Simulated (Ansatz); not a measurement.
# Molecular dynamics of Si₂NH₆F (part 2 of 2)

Continued. System: Si₂NH₆F, SMILES N[SiH2][SiH2]F. Method: RKS r2SCAN-d3bj/def2-SVP (Ansatz 0.2.0). The geometry comes from this level: PBE0-D4/def2-TZVP.

Geometry of the input (Å):
```
N  -1.1888  0.1282  -1.3099
Si -0.5748  -0.6981  0.0709
Si 1.3832  0.4018  0.7477
F  1.0569  1.9706  0.9281
H  -1.2739  1.1319  -1.2846
H  -1.9350  -0.2794  -1.8508
H  -1.5035  -0.7999  1.2398
H  -0.2399  -2.0936  -0.3270
H  1.8900  -0.1065  2.0509
H  2.4690  0.2938  -0.2623
```

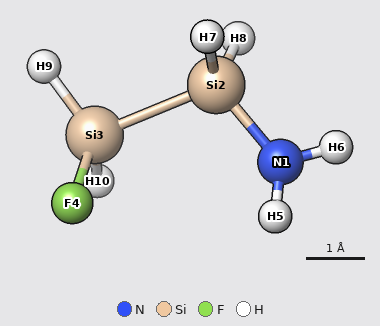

**Figure 1.** The geometry at step 20 of the log (ball-and-stick view, seen at a tilt; atoms are numbered from 1 in the order of the input).

**Trajectory as extended XYZ, continued**
```
10
Properties=species:S:1:pos:R:3:forces:R:3 step=10 time_fs=5.0 energy=-20049.75961 temperature=171.7
N    -1.1917    0.1341   -1.3086   -0.4647  -0.4925  -0.5300
Si   -0.5796   -0.6981    0.0791    0.4637   0.4636  -0.1086
Si    1.3856    0.3992    0.7455   -0.2354  -0.9326   0.4405
F     1.0584    1.9766    0.9311   -0.1134   0.5508   0.4099
H    -1.2525    1.1459   -1.4438   -0.0558  -0.4747   0.1790
H    -1.8792   -0.4032   -1.8578    0.3336   0.7004   0.1371
H    -1.5081   -0.7503    1.2601    0.0094  -0.2626   0.0010
H    -0.1363   -2.0695   -0.3672   -0.2921   0.0707   0.1994
H     1.8495   -0.2904    2.0509   -0.0005   0.6205  -0.6361
H     2.4097    0.3917   -0.3176    0.3551  -0.2437  -0.0922
10
Properties=species:S:1:pos:R:3:forces:R:3 step=11 time_fs=5.5 energy=-20049.74699 temperature=159.5
N    -1.1920    0.1346   -1.3087   -0.5356  -0.7055  -0.5644
Si   -0.5798   -0.6979    0.0798    0.4627   0.5074  -0.1218
Si    1.3858    0.3985    0.7455   -0.2165  -0.8694   0.3111
F     1.0584    1.9776    0.9316   -0.0964   0.4880   0.4293
H    -1.2510    1.1419   -1.4581   -0.0527  -0.3677   0.1878
H    -1.8746   -0.4114   -1.8605    0.3991   0.7666   0.1866
H    -1.5092   -0.7481    1.2633    0.0322  -0.2736  -0.0350
H    -0.1286   -2.0669   -0.3693   -0.3139   0.0775   0.2120
H     1.8450   -0.3026    2.0435    0.0311   0.6334  -0.5954
H     2.4092    0.3989   -0.3259    0.2900  -0.2566  -0.0101
10
Properties=species:S:1:pos:R:3:forces:R:3 step=12 time_fs=6.0 energy=-20049.73693 temperature=149.8
N    -1.1924    0.1350   -1.3089   -0.5577  -0.9013  -0.5524
Si   -0.5801   -0.6977    0.0806    0.4571   0.5529  -0.1350
Si    1.3859    0.3977    0.7456   -0.1971  -0.7890   0.1578
F     1.0585    1.9788    0.9322   -0.0786   0.4214   0.4461
H    -1.2497    1.1371   -1.4720   -0.0470  -0.2297   0.1910
H    -1.8690   -0.4177   -1.8627    0.4141   0.7863   0.1976
H    -1.5102   -0.7465    1.2664    0.0539  -0.2820  -0.0699
H    -0.1216   -2.0641   -0.3710   -0.3317   0.0779   0.2211
H     1.8405   -0.3132    2.0347    0.0686   0.6327  -0.5332
H     2.4094    0.4055   -0.3343    0.2185  -0.2690   0.0768
10
Properties=species:S:1:pos:R:3:forces:R:3 step=13 time_fs=6.5 energy=-20049.72911 temperature=142.1
N    -1.1929    0.1353   -1.3092   -0.5312  -1.0627  -0.4943
Si   -0.5803   -0.6975    0.0814    0.4477   0.5999  -0.1484
Si    1.3860    0.3968    0.7456   -0.1807  -0.6918  -0.0144
F     1.0585    1.9800    0.9328   -0.0602   0.3516   0.4604
H    -1.2485    1.1317   -1.4855   -0.0381  -0.0748   0.1899
H    -1.8625   -0.4222   -1.8644    0.3779   0.7567   0.1682
H    -1.5110   -0.7457    1.2694    0.0737  -0.2879  -0.1024
H    -0.1155   -2.0612   -0.3721   -0.3451   0.0714   0.2267
H     1.8362   -0.3224    2.0246    0.1114   0.6182  -0.4502
H     2.4101    0.4114   -0.3425    0.1445  -0.2807   0.1644
10
Properties=species:S:1:pos:R:3:forces:R:3 step=14 time_fs=7.0 energy=-20049.72270 temperature=135.9
N    -1.1935    0.1354   -1.3096   -0.4593  -1.1731  -0.3943
Si   -0.5804   -0.6972    0.0822    0.4351   0.6481  -0.1621
Si    1.3861    0.3959    0.7457   -0.1700  -0.5787  -0.2005
F     1.0585    1.9812    0.9335   -0.0414   0.2793   0.4723
H    -1.2474    1.1262   -1.4985   -0.0253   0.0805   0.1872
H    -1.8550   -0.4249   -1.8658    0.2935   0.6784   0.0994
H    -1.5117   -0.7455    1.2721    0.0907  -0.2911  -0.1313
H    -0.1101   -2.0581   -0.3727   -0.3539   0.0582   0.2286
H     1.8322   -0.3300    2.0135    0.1590   0.5900  -0.3478
H     2.4111    0.4167   -0.3503    0.0717  -0.2916   0.2486
10
Properties=species:S:1:pos:R:3:forces:R:3 step=15 time_fs=7.5 energy=-20049.71662 temperature=129.9
N    -1.1942    0.1353   -1.3100   -0.3487  -1.2189  -0.2604
Si   -0.5806   -0.6968    0.0829    0.4198   0.6967  -0.1763
Si    1.3862    0.3950    0.7458   -0.1675  -0.4511  -0.3953
F     1.0585    1.9825    0.9343   -0.0224   0.2053   0.4817
H    -1.2464    1.1209   -1.5110   -0.0084   0.2186   0.1864
H    -1.8469   -0.4260   -1.8669    0.1671   0.5557  -0.0050
H    -1.5122   -0.7460    1.2745    0.1042  -0.2918  -0.1558
H    -0.1056   -2.0549   -0.3728   -0.3581   0.0384   0.2268
H     1.8286   -0.3363    2.0015    0.2106   0.5486  -0.2279
H     2.4123    0.4213   -0.3575    0.0034  -0.3014   0.3259
10
Properties=species:S:1:pos:R:3:forces:R:3 step=16 time_fs=8.0 energy=-20049.70986 temperature=123.4
N    -1.1950    0.1349   -1.3105   -0.2101  -1.1923  -0.1050
Si   -0.5807   -0.6964    0.0836    0.4024   0.7444  -0.1911
Si    1.3862    0.3939    0.7458   -0.1744  -0.3108  -0.5935
F     1.0585    1.9838    0.9351   -0.0033   0.1300   0.4887
H    -1.2454    1.1160   -1.5231    0.0124   0.3234   0.1913
H    -1.8383   -0.4257   -1.8680    0.0094   0.3974  -0.1371
H    -1.5124   -0.7472    1.2765    0.1139  -0.2901  -0.1751
H    -0.1020   -2.0515   -0.3723   -0.3576   0.0126   0.2214
H     1.8254   -0.3412    1.9889    0.2654   0.4951  -0.0931
H     2.4136    0.4251   -0.3640   -0.0580  -0.3098   0.3936
10
Properties=species:S:1:pos:R:3:forces:R:3 step=17 time_fs=8.5 energy=-20049.70182 temperature=115.6
N    -1.1957    0.1344   -1.3110   -0.0582  -1.0947   0.0558
Si   -0.5807   -0.6959    0.0844    0.3833   0.7901  -0.2064
Si    1.3863    0.3929    0.7458   -0.1914  -0.1608  -0.7892
F     1.0585    1.9851    0.9360    0.0157   0.0544   0.4933
H    -1.2443    1.1120   -1.5348    0.0366   0.3832   0.2052
H    -1.8297   -0.4245   -1.8695   -0.1641   0.2173  -0.2847
H    -1.5123   -0.7490    1.2781    0.1192  -0.2859  -0.1885
H    -0.0992   -2.0482   -0.3712   -0.3526  -0.0185   0.2127
H     1.8229   -0.3449    1.9762    0.3219   0.4313   0.0526
H     2.4147    0.4282   -0.3695   -0.1103  -0.3166   0.4492
10
Properties=species:S:1:pos:R:3:forces:R:3 step=18 time_fs=9.0 energy=-20049.69264 temperature=106.8
N    -1.1965    0.1337   -1.3114    0.0881  -0.9390   0.2027
Si   -0.5807   -0.6953    0.0850    0.3630   0.8323  -0.2225
Si    1.3863    0.3918    0.7456   -0.2181  -0.0045  -0.9757
F     1.0585    1.9865    0.9369    0.0344  -0.0210   0.4955
H    -1.2432    1.1088   -1.5459    0.0631   0.3923   0.2302
H    -1.8215   -0.4227   -1.8716   -0.3333   0.0345  -0.4309
H    -1.5120   -0.7516    1.2793    0.1200  -0.2794  -0.1956
H    -0.0973   -2.0448   -0.3697   -0.3434  -0.0538   0.2011
H     1.8212   -0.3477    1.9636    0.3784   0.3599   0.2042
H     2.4155    0.4306   -0.3739   -0.1521  -0.3214   0.4911
10
Properties=species:S:1:pos:R:3:forces:R:3 step=19 time_fs=9.5 energy=-20049.68327 temperature=97.8
N    -1.1973    0.1328   -1.3119    0.2075  -0.7490   0.3146
Si   -0.5807   -0.6947    0.0857    0.3418   0.8693  -0.2395
Si    1.3863    0.3908    0.7455   -0.2531   0.1536  -1.1460
F     1.0585    1.9878    0.9380    0.0526  -0.0955   0.4954
H    -1.2419    1.1066   -1.5565    0.0905   0.3526   0.2667
H    -1.8141   -0.4209   -1.8748   -0.4757  -0.1289  -0.5553
H    -1.5113   -0.7549    1.2800    0.1161  -0.2707  -0.1964
H    -0.0962   -2.0416   -0.3677   -0.3303  -0.0920   0.1869
H     1.8204   -0.3495    1.9514    0.4327   0.2847   0.3555
H     2.4159    0.4322   -0.3771   -0.1822  -0.3242   0.5180
10
Properties=species:S:1:pos:R:3:forces:R:3 step=20 time_fs=10.0 energy=-20049.67529 temperature=90.2
N    -1.1981    0.1318   -1.3123    0.2801  -0.5546   0.3724
Si   -0.5807   -0.6940    0.0864    0.3203   0.8997  -0.2577
Si    1.3863    0.3898    0.7452   -0.2945   0.3082  -1.2919
F     1.0585    1.9891    0.9390    0.0702  -0.1684   0.4930
H    -1.2404    1.1053   -1.5665    0.1173   0.2728   0.3127
H    -1.8079   -0.4194   -1.8793   -0.5695  -0.2514  -0.6369
H    -1.5104   -0.7588    1.2802    0.1078  -0.2598  -0.1908
H    -0.0958   -2.0387   -0.3652   -0.3139  -0.1318   0.1709
H     1.8206   -0.3507    1.9401    0.4823   0.2100   0.4992
H     2.4160    0.4330   -0.3791   -0.2001  -0.3246   0.5292
10
Properties=species:S:1:pos:R:3:forces:R:3 step=21 time_fs=10.5 energy=-20049.67032 temperature=85.5
N    -1.1987    0.1307   -1.3126    0.2918  -0.3856   0.3629
Si   -0.5806   -0.6932    0.0870    0.2989   0.9217  -0.2771
Si    1.3862    0.3887    0.7448   -0.3398   0.4536  -1.4053
F     1.0586    1.9904    0.9402    0.0870  -0.2393   0.4882
H    -1.2386    1.1046   -1.5757    0.1419   0.1661   0.3648
H    -1.8030   -0.4185   -1.8853   -0.5991  -0.3164  -0.6590
H    -1.5092   -0.7633    1.2799    0.0951  -0.2470  -0.1792
H    -0.0963   -2.0360   -0.3624   -0.2948  -0.1714   0.1534
H     1.8219   -0.3513    1.9300    0.5242   0.1410   0.6272
H     2.4155    0.4330   -0.3799   -0.2052  -0.3227   0.5242
10
Properties=species:S:1:pos:R:3:forces:R:3 step=22 time_fs=11.0 energy=-20049.66945 temperature=84.6
N    -1.1994    0.1295   -1.3129    0.2381  -0.2650   0.2824
Si   -0.5805   -0.6924    0.0876    0.2779   0.9338  -0.2981
Si    1.3862    0.3878    0.7443   -0.3860   0.5841  -1.4782
F     1.0586    1.9916    0.9414    0.1030  -0.3076   0.4810
H    -1.2365    1.1043   -1.5840    0.1631   0.0484   0.4184
H    -1.7995   -0.4183   -1.8929   -0.5589  -0.3169  -0.6133
H    -1.5078   -0.7684    1.2793    0.0785  -0.2323  -0.1622
H    -0.0974   -2.0338   -0.3591   -0.2736  -0.2090   0.1352
H     1.8246   -0.3517    1.9214    0.5554   0.0829   0.7317
H     2.4146    0.4323   -0.3794   -0.1975  -0.3184   0.5030
10
Properties=species:S:1:pos:R:3:forces:R:3 step=23 time_fs=11.5 energy=-20049.67283 temperature=87.8
N    -1.2000    0.1283   -1.3131    0.1264  -0.2041   0.1392
Si   -0.5804   -0.6914    0.0882    0.2577   0.9347  -0.3207
Si    1.3861    0.3868    0.7436   -0.4300   0.6945  -1.5040
F     1.0587    1.9929    0.9426    0.1180  -0.3730   0.4714
H    -1.2340    1.1041   -1.5914    0.1799  -0.0649   0.4686
H    -1.7974   -0.4189   -1.9019   -0.4553  -0.2573  -0.5027
H    -1.5063   -0.7740    1.2782    0.0584  -0.2157  -0.1403
H    -0.0992   -2.0320   -0.3556   -0.2512  -0.2427   0.1169
H     1.8285   -0.3518    1.9146    0.5732   0.0403   0.8056
H     2.4132    0.4308   -0.3776   -0.1772  -0.3117   0.4660
10
Properties=species:S:1:pos:R:3:forces:R:3 step=24 time_fs=12.0 energy=-20049.67975 temperature=94.5
N    -1.2006    0.1270   -1.3133   -0.0267  -0.2027  -0.0485
Si   -0.5803   -0.6904    0.0888    0.2384   0.9230  -0.3451
Si    1.3859    0.3860    0.7429   -0.4691   0.7808  -1.4782
F     1.0587    1.9940    0.9439    0.1320  -0.4350   0.4595
H    -1.2311    1.1038   -1.5976    0.1921  -0.1602   0.5107
H    -1.7964   -0.4201   -1.9122   -0.3046  -0.1519  -0.3405
H    -1.5045   -0.7802    1.2768    0.0357  -0.1975  -0.1146
H    -0.1016   -2.0309   -0.3517   -0.2283  -0.2709   0.0992
H     1.8338   -0.3518    1.9097    0.5753   0.0169   0.8437
H     2.4113    0.4285   -0.3748   -0.1447  -0.3026   0.4138
10
Properties=species:S:1:pos:R:3:forces:R:3 step=25 time_fs=12.5 energy=-20049.68907 temperature=103.4
N    -1.2011    0.1257   -1.3135   -0.1991  -0.2516  -0.2563
Si   -0.5801   -0.6893    0.0893    0.2200   0.8980  -0.3711
Si    1.3858    0.3852    0.7420   -0.5010   0.8411  -1.3991
F     1.0588    1.9951    0.9453    0.1449  -0.4935   0.4452
H    -1.2277    1.1030   -1.6026    0.1996  -0.2274   0.5412
H    -1.7961   -0.4217   -1.9233   -0.1291  -0.0206  -0.1472
H    -1.5027   -0.7869    1.2751    0.0110  -0.1775  -0.0861
H    -0.1045   -2.0303   -0.3476   -0.2055  -0.2917   0.0825
H     1.8405   -0.3518    1.9068    0.5601   0.0146   0.8432
H     2.4091    0.4255   -0.3710   -0.1010  -0.2914   0.3476
10
Properties=species:S:1:pos:R:3:forces:R:3 step=26 time_fs=13.0 energy=-20049.69971 temperature=113.7
N    -1.2018    0.1244   -1.3138   -0.3684  -0.3370  -0.4584
Si   -0.5799   -0.6882    0.0898    0.2024   0.8591  -0.3984
Si    1.3855    0.3845    0.7409   -0.5240   0.8754  -1.2687
F     1.0589    1.9962    0.9467    0.1567  -0.5483   0.4285
H    -1.2238    1.1018   -1.6063    0.2028  -0.2598   0.5575
H    -1.7961   -0.4233   -1.9347    0.0485   0.1155   0.0544
H    -1.5009   -0.7939    1.2733   -0.0146  -0.1559  -0.0560
H    -0.1079   -2.0305   -0.3433   -0.1835  -0.3040   0.0673
H     1.8486   -0.3518    1.9059    0.5274   0.0332   0.8046
H     2.4067    0.4219   -0.3663   -0.0472  -0.2783   0.2691
10
Properties=species:S:1:pos:R:3:forces:R:3 step=27 time_fs=13.5 energy=-20049.71096 temperature=124.5
N    -1.2024    0.1230   -1.3141   -0.5158  -0.4441  -0.6320
Si   -0.5797   -0.6869    0.0903    0.1851   0.8060  -0.4268
Si    1.3853    0.3838    0.7398   -0.5371   0.8857  -1.0923
F     1.0590    1.9972    0.9482    0.1675  -0.5993   0.4095
H    -1.2194    1.0999   -1.6086    0.2024  -0.2546   0.5586
H    -1.7960   -0.4247   -1.9460    0.2085   0.2383   0.2430
H    -1.4991   -0.8014    1.2713   -0.0403  -0.1327  -0.0256
H    -0.1118   -2.0314   -0.3389   -0.1627  -0.3066   0.0540
H     1.8579   -0.3517    1.9070    0.4779   0.0708   0.7308
H     2.4042    0.4175   -0.3610    0.0145  -0.2636   0.1807
10
Properties=species:S:1:pos:R:3:forces:R:3 step=28 time_fs=14.0 energy=-20049.72245 temperature=135.6
N    -1.2032    0.1215   -1.3145   -0.6273  -0.5588  -0.7598
Si   -0.5795   -0.6856    0.0907    0.1676   0.7390  -0.4553
Si    1.3850    0.3832    0.7386   -0.5396   0.8758  -0.8786
F     1.0592    1.9981    0.9498    0.1772  -0.6463   0.3884
H    -1.2146    1.0974   -1.6097    0.1992  -0.2127   0.5446
H    -1.7954   -0.4255   -1.9567    0.3360   0.3340   0.4012
H    -1.4974   -0.8092    1.2692   -0.0649  -0.1080   0.0037
H    -0.1160   -2.0331   -0.3343   -0.1435  -0.2991   0.0428
H     1.8683   -0.3514    1.9098    0.4136   0.1237   0.6277
H     2.4017    0.4126   -0.3553    0.0818  -0.2475   0.0853
10
Properties=species:S:1:pos:R:3:forces:R:3 step=29 time_fs=14.5 energy=-20049.73404 temperature=146.8
N    -1.2041    0.1199   -1.3151   -0.6945  -0.6680  -0.8306
Si   -0.5793   -0.6842    0.0911    0.1490   0.6586  -0.4831
Si    1.3846    0.3827    0.7373   -0.5313   0.8505  -0.6384
F     1.0593    1.9989    0.9514    0.1858  -0.6895   0.3651
H    -1.2092    1.0944   -1.6094    0.1940  -0.1389   0.5171
H    -1.7940   -0.4255   -1.9665    0.4216   0.3935   0.5163
H    -1.4958   -0.8172    1.2671   -0.0874  -0.0818   0.0307
H    -0.1206   -2.0354   -0.3297   -0.1260  -0.2813   0.0337
H     1.8797   -0.3508    1.9140    0.3371   0.1872   0.5026
H     2.3994    0.4070   -0.3493    0.1516  -0.2305  -0.0134
10
Properties=species:S:1:pos:R:3:forces:R:3 step=30 time_fs=15.0 energy=-20049.74557 temperature=157.9
N    -1.2051    0.1183   -1.3158   -0.7128  -0.7588  -0.8388
Si   -0.5791   -0.6828    0.0914    0.1285   0.5659  -0.5091
Si    1.3842    0.3823    0.7359   -0.5118   0.8153  -0.3839
F     1.0595    1.9997    0.9530    0.1935  -0.7287   0.3400
H    -1.2034    1.0910   -1.6079    0.1877  -0.0413   0.4789
H    -1.7915   -0.4245   -1.9750    0.4600   0.4121   0.5799
H    -1.4945   -0.8254    1.2651   -0.1068  -0.0541   0.0543
H    -0.1255   -2.0384   -0.3249   -0.1102  -0.2538   0.0266
H     1.8920   -0.3498    1.9195    0.2519   0.2562   0.3634
H     2.3974    0.4009   -0.3434    0.2200  -0.2128  -0.1112
```

**Summary**

| quantity | value |
| --- | --- |
| outcome | finished |
| mean temperature over the second half | 112 K |
| trajectory | 30 steps, 15 fs |
| ensemble | nve |
| temperature in the input | 300 K |
| time step | 0.5 fs |
| potential energy (last step) | −20049.7456 eV |
| mean-field energy (last step) | −20049.6889 eV |
| dispersion energy (last step) | −0.0566 eV |
| SCF solution under orbital rotations (last step) | stable |
| largest force (length of the vector) (last step) | 1.337 eV/Å |
| dipole moment (last step) | 1.73 D |
| wall time | 89 s (CPU time 2.9 min) |
| peak memory | 0.15 GiB |

**Remarks**

Warnings of the run: the dispersion correction has no parameters fitted for this combination and takes those fitted for r2SCAN with other terms. So short a trajectory is not equilibrated.
